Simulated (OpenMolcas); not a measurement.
## Multiconfigurational calculation for Mn²⁺ complex (part 2 of 2)

The same run, continued: Mn²⁺ with 6 ligands (F; octahedron, 2.096 Å), embedded in LiF by model potentials and point charges, whose field is part of the energies. Method: state-averaged CASSCF, active space 5 electrons in the shell 3d, basis ANO-RCC-VDZP on the metal and ANO-RCC-VDZP on the ligands, DKH2 scalar Hamiltonian, spin-orbit coupling by RASSI with atomic mean-field integrals (OpenMolcas).

**Output (extracts), continued**
```
--- RASSI ---
SPIN-FREE ENERGIES:
  (Shifted by EMIN (a.u.) =      -1757.5123540931)

 SF State       Relative EMIN(au)   Rel lowest level(eV)    D:o, cm**(-1)

     1             0.0000000000        0.0000000000              0.0000
     2             0.1109308447        3.0185820627          24346.5063
     3             0.1109308447        3.0185820627          24346.5063
     4             0.1109308447        3.0185820627          24346.5063
     5             0.1319607184        3.5908340767          28962.0300
     6             0.1319607184        3.5908340767          28962.0300
     7             0.1319607184        3.5908340767          28962.0300
     8             0.1417958102        3.8584605596          31120.5832
     9             0.1417958102        3.8584605596          31120.5832
    10             0.1419338713        3.8622173944          31150.8841
    26             0.1485737234        4.0428969741          32608.1632
    27             0.1485737234        4.0428969741          32608.1632
    28             0.1485737234        4.0428969741          32608.1632
    11             0.1649633057        4.4888802282          36205.2607
    12             0.1649633057        4.4888802282          36205.2607
    13             0.1649633057        4.4888802282          36205.2607
    29             0.1740704624        4.7366985854          38204.0506
    30             0.1763656645        4.7991542180          38707.7892
    31             0.1763656645        4.7991542180          38707.7892
    32             0.1763656645        4.7991542180          38707.7892
    14             0.1770024007        4.8164806918          38847.5366
    15             0.1770024007        4.8164806918          38847.5366
    33             0.1819078330        4.9499643051          39924.1546
    34             0.1819078330        4.9499643051          39924.1546
    35             0.1819078330        4.9499643051          39924.1546
    36             0.1893734093        5.1531129848          41562.6592
    37             0.1893734093        5.1531129848          41562.6592
    16             0.1904002894        5.1810558151          41788.0333
    17             0.1904002894        5.1810558151          41788.0333
    18             0.1904002898        5.1810558279          41788.0334
    38             0.2010227459        5.4701075835          44119.3931
    39             0.2122710269        5.7761889021          46588.1054
    40             0.2122710269        5.7761889021          46588.1054
    41             0.2122710269        5.7761889021          46588.1054
    42             0.2125895654        5.7848567749          46658.0165
    43             0.2125895654        5.7848567749          46658.0165
    44             0.2170725874        5.9068460180          47641.9261
    45             0.2170725874        5.9068460180          47641.9261
    46             0.2170725874        5.9068460180          47641.9261
    47             0.2339614630        6.3664157360          51348.6058
Eigenvalues of complex Hamiltonian:
   -----------------------------------
  (Shifted by EMIN (a.u.) =      -1757.5123540931)

 SO State       Relative EMIN(au)   Rel lowest level(eV)    D:o, cm**(-1)

     1            -0.0000701976        0.0000000000              0.0000
     2            -0.0000701976        0.0000000000              0.0000
     3            -0.0000701943        0.0000000910              0.0007
     4            -0.0000701943        0.0000000910              0.0007
     5            -0.0000701943        0.0000000910              0.0007
     6            -0.0000701943        0.0000000910              0.0007
     7             0.1106021890        3.0115490577          24289.7812
     8             0.1106021890        3.0115490577          24289.7812
     9             0.1106805688        3.0136818817          24306.9836
    10             0.1106805688        3.0136818817          24306.9836
    11             0.1106805688        3.0136818814          24306.9836
    12             0.1106805688        3.0136818814          24306.9836
    13             0.1109429758        3.0208223397          24364.5753
    14             0.1109429758        3.0208223397          24364.5753
    15             0.1109429758        3.0208223399          24364.5753
    16             0.1109429758        3.0208223399          24364.5753
    17             0.1111331220        3.0259964808          24406.3076
    18             0.1111331220        3.0259964808          24406.3076
    19             0.1313733275        3.5767605322          28848.5192
    20             0.1313733275        3.5767605322          28848.5192
    21             0.1316507634        3.5843099461          28909.4094
    22             0.1316507634        3.5843099461          28909.4094
    23             0.1316507634        3.5843099460          28909.4094
    24             0.1316507634        3.5843099460          28909.4094
    25             0.1321677518        3.5983779184          29022.8752
    26             0.1321677518        3.5983779184          29022.8752
    27             0.1321842276        3.5988262472          29026.4912
    28             0.1321842276        3.5988262472          29026.4912
    29             0.1321842276        3.5988262474          29026.4912
    30             0.1321842276        3.5988262474          29026.4912
    31             0.1416975417        3.8576967124          31114.4223
    32             0.1416975417        3.8576967124          31114.4223
    33             0.1417097191        3.8580280755          31117.0950
    34             0.1417097190        3.8580280732          31117.0949
    35             0.1417097191        3.8580280755          31117.0950
    36             0.1417097190        3.8580280732          31117.0949
    37             0.1417400074        3.8588522614          31123.7425
    38             0.1417400074        3.8588522614          31123.7425
    39             0.1418538771        3.8619508140          31148.7340
    40             0.1418538770        3.8619508117          31148.7340
    41             0.1418538770        3.8619508117          31148.7340
Weights of the five most important spin-orbit-free states for each spin-orbit state.

 SO State  Total energy (au)           Spin-free states, spin, and weights
 -------------------------------------------------------------------------------------------------------
    1        -0.000070       1 2.5  0.9995    2 1.5  0.0001    4 1.5  0.0001    3 1.5  0.0001   17 1.5  0.0001
    2        -0.000070       1 2.5  0.9995    4 1.5  0.0001    2 1.5  0.0001    3 1.5  0.0001   18 1.5  0.0001
    3        -0.000070       1 2.5  0.9995    3 1.5  0.0002   16 1.5  0.0001    4 1.5  0.0001    2 1.5  0.0000
    4        -0.000070       1 2.5  0.9995    2 1.5  0.0001    4 1.5  0.0001   17 1.5  0.0001   18 1.5  0.0001
    5        -0.000070       1 2.5  0.9995    2 1.5  0.0002    3 1.5  0.0001   17 1.5  0.0001   16 1.5  0.0001
    6        -0.000070       1 2.5  0.9995    4 1.5  0.0002   18 1.5  0.0001    2 1.5  0.0001    3 1.5  0.0001
    7         0.110602       2 1.5  0.3317    3 1.5  0.3317    4 1.5  0.3317   28 0.5  0.0012   26 0.5  0.0012
    8         0.110602       2 1.5  0.3317    3 1.5  0.3317    4 1.5  0.3317   28 0.5  0.0012   26 0.5  0.0012
    9         0.110681       4 1.5  0.4727    3 1.5  0.4239    2 1.5  0.1005   27 0.5  0.0007    1 2.5  0.0003
   10         0.110681       4 1.5  0.4724    3 1.5  0.4242    2 1.5  0.1005   27 0.5  0.0007    1 2.5  0.0003
   11         0.110681       2 1.5  0.5642    3 1.5  0.2409    4 1.5  0.1920   28 0.5  0.0006   26 0.5  0.0006
   12         0.110681       2 1.5  0.5643    3 1.5  0.2405    4 1.5  0.1923   28 0.5  0.0006   26 0.5  0.0006
```

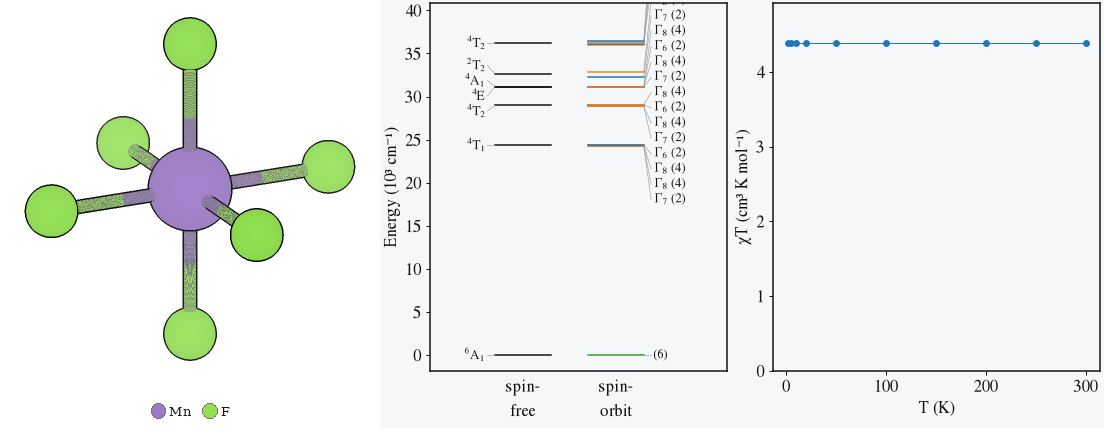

Figure 1. Mn²⁺ (3d⁵) as a dopant in LiF, a cluster with its 6 nearest F⁻ at 2.096 Å (octahedron) embedded in model potentials and point charges; the geometry was set, not optimised, and its levels and susceptibility. Labels give the representation in O, Td, D4 or D3 as the site allows (double group for half-integer spin) where it could be assigned and, in brackets, the degeneracy; spin-free states, where drawn, share the zero of the spin-orbit levels. Powder susceptibility by Van Vleck's formula. The ground level is 6-fold degenerate, 100 % from states of spin multiplicity 6. The next level lies at 24,300 cm⁻¹ (Γ₇). The lowest spin-free state is ⁶A₁, from the free-ion S term. χT is 4.39 cm³ K mol⁻¹ at 2 K and 4.39 at 300 K, an effective moment of 5.92 μB. The active orbitals hold 95 to 98 % metal character (Löwdin), and the Mulliken charge of the metal is +1.36.

**Input file**
```
&GATEWAY
Basis set
Mn.ANO-RCC-VDZP.
Mn1 0.0 0.0 0.0 Angstrom
End of basis
Basis set
F.ANO-RCC-VDZP.
L1 2.096000 0.000000 0.000000 Angstrom
L2 0.000000 2.096000 0.000000 Angstrom
L3 0.000000 0.000000 2.096000 Angstrom
End of basis
Basis set
Li.EMB-AIMP.Seijo.0s.0s.ECP.LiF.
PseudoCharge
* 67 symmetry-unique lattice sites within 7.6 angstrom
End of basis
Basis set
F.EMB-AIMP.Seijo.0s.0s.ECP.LiF.
PseudoCharge
* 55 symmetry-unique lattice sites within 7.6 angstrom
End of basis
Symmetry
XYZ
AngMom=0.0 0.0 0.0
AMFI
RICD
XField
973 Angstrom 0
* Evjen-weighted lattice charges
&SEWARD
&RASSCF
FileOrb=start.orb
Symmetry=1
Spin=6
nActEl=5 0 0
Inactive=18 21
Ras2=5 0
CIRoot=1 1 1
SDav=1
CIMx=300
Iter=150 100
PrWF=0.3
OrbListing=Nothing
MaxOrb=0
LevShft=1.0
>>> COPY $Project.JobIph JOB001
&RASSCF
FileOrb=start.orb
Symmetry=1
Spin=4
nActEl=5 0 0
Inactive=18 21
Ras2=5 0
CIRoot=24 24 1
SDav=24
CIMx=300
Iter=150 100
PrWF=0.3
OrbListing=Nothing
MaxOrb=0
LevShft=1.0
>>> COPY $Project.JobIph JOB002
&RASSCF
FileOrb=start.orb
Symmetry=1
Spin=2
nActEl=5 0 0
Inactive=18 21
Ras2=5 0
CIRoot=75 75 1
SDav=75
CIMx=300
Iter=150 100
PrWF=0.3
OrbListing=Nothing
MaxOrb=0
LevShft=1.0
>>> COPY $Project.JobIph JOB003
&RASSI
NrOfJobIphs=3 1 24 75
1
1 2 3 4 5 6 7 8 9 10 11 12 13 14 15 16 17 18 19 20 21 22 23 24
1 2 3 4 5 6 7 8 9 10 11 12 13 14 15 16 17 18 19 20 21 22 23 24 25 26 27
28 29 30 31 32 33 34 35 36 37 38 39 40 41 42 43 44 45 46 47 48 49 50 51
52 53 54 55 56 57 58 59 60 61 62 63 64 65 66 67 68 69 70 71 72 73 74 75
IphNames
JOB001
JOB002
JOB003
EJob
SpinOrbit
DIPRint=1.0
SOCoupling=1000.0
Subsets=2
Property=9
'ANGMOM' 1 'ANGMOM' 2 'ANGMOM' 3 'MLTPL  1' 1 'MLTPL  1' 2 'MLTPL  1' 3
'AMFI' 1 'AMFI' 2 'AMFI' 3
SOProperty=3
'ANGMOM' 1 'ANGMOM' 2 'ANGMOM' 3
```

The file start.orb holds starting orbitals from an earlier step. A driver script formed the levels outside the program, from RASSI's spin-orbit matrix and the active-space energies, averaged over the components of each term or state.

Run as:
```bash
OMP_NUM_THREADS=1 MOLCAS_MEM=2457 MOLCAS_PROJECT=a pymolcas a.inp > a.log  # once for each step of the input, in one work folder
```

**Key numbers**

| quantity | value |
| --- | --- |
| outcome | converged |
| energy of the lowest spin-free term | −1757.51235 hartree |
| energy of the lowest spin-orbit level | −1757.51242 hartree |
| largest spread among components of a term | 0.0 cm⁻¹ |
| hardware | 1 thread of Arm Neoverse V1, 24 GiB of memory available, shared host |
| wall time | 36 s |
| peak memory | 0.18 GiB |

**Remarks**

Without dynamic correlation the splittings between terms come out too large, often by 20 to 50 %. Limits: small active space favours high spin, ground spin may be wrong; the geometry is set by hand, with no relaxation.
